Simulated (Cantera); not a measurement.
Charge: 1 mol Si2H6, 0.11 mol H2O, at 10000 Pa.

Cantera equilibrium calculation (NASA polynomials, part measured and part estimated; ideal gas, pure solids and liquids). Candidate condensed phases: H2O, Si, SiO2; 18 gas species. The feed counts by its element totals alone. Mutual solubility and eutectic melting of coexisting phases are not modelled. The tables hold silica as quartz up to 1696 K and as liquid above; real silica turns to tridymite and cristobalite and melts near 1996 K. Gases not in the tables: Si2H6 and higher silanes. The numbers say what is thermodynamically allowed, not how fast it happens.

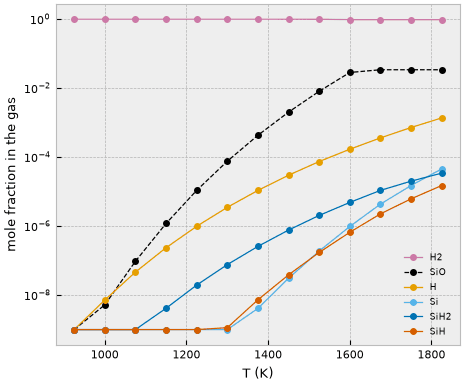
Equilibrium gas composition (values under 1e-9 drawn at 1e-9)

From 925 K to 1600 K the condensed part is Si(s) + SiO2(β-quartz). At 1675 K the condensed part is Si(s). From 1750 K to 1825 K the condensed part is Si(l). The main Si-bearing gas is SiH4 at 925 K and SiO at 1825 K.
